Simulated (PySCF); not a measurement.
System: C4H7AlOSi (SMILES C#C/C(=[CH]/[AlH2])O[SiH3]).

Input

```
{"job": {"kind": "nmr", "xc": "PBE0", "basis": "pcSseg-1"}, "charge": 0, "multiplicity": 1}
C      2.450870    -0.705681     1.464534
C      1.555489    -0.167444     0.869291
C      0.525761     0.507194     0.175330
C      0.455280     1.811704    -0.133787
Al    -1.308166     1.849793    -1.092210
O     -0.567982    -0.219104    -0.263643
Si    -0.823089    -1.831902    -0.061923
H      3.235746    -1.169347     1.984629
H      1.269831     2.461625     0.168980
H     -2.429042     0.854637    -1.483806
H     -1.677422     3.258888    -1.588541
H      0.270123    -2.559941    -0.710838
H     -2.108636    -1.968783    -0.724038
H     -0.849442    -2.122112     1.373857
```

Launched as:

```sh
OMP_NUM_THREADS=1 python probes_run.py task.json out
```

Geometry: GFN2-xTB.

Theory: PBE0/pcSseg-1, SCF density, gas phase, non-relativistic in PySCF.

### What will maps of the electron density and electron localisation function show?

C–C (1.20 Å): the density is about 2.7 e/Å³ at the midpoint; the ELF peaks at about 0.85 between the atoms (a short, multiple covalent bond).
C–O (1.38 Å): ρ is about 2.1 e/Å³ halfway, with its minimum of 1.8 e/Å³ about 0.5 Å from C; the ELF peaks at about 0.90 between the atoms; a polar covalent bond.
Si–O (1.65 Å): the density is about 1.1 e/Å³ at the midpoint; the ELF peaks at about 0.90 between the atoms, as expected for a polar covalent bond.
C–Al (2.01 Å): the density is about 0.64 e/Å³ at the midpoint; the ELF peaks at about 0.95 between the atoms: a shared but strongly polarised pair.

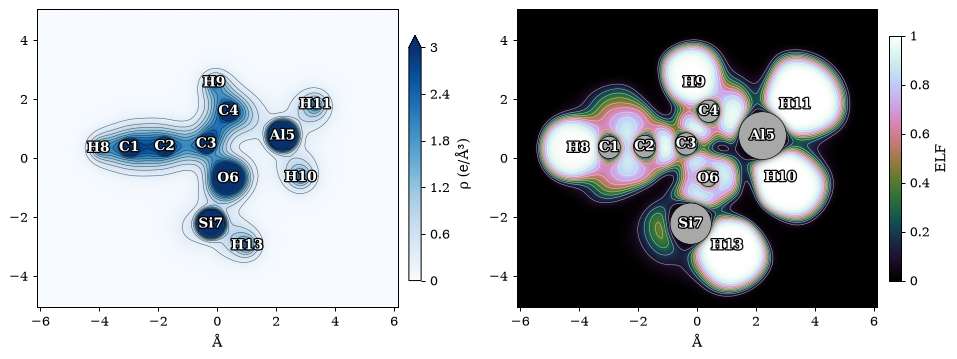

Computed electron density and electron localisation function on the plane of atoms Al5, C4 and H9, in this order. Grey discs cover the atomic cores in the ELF map. 
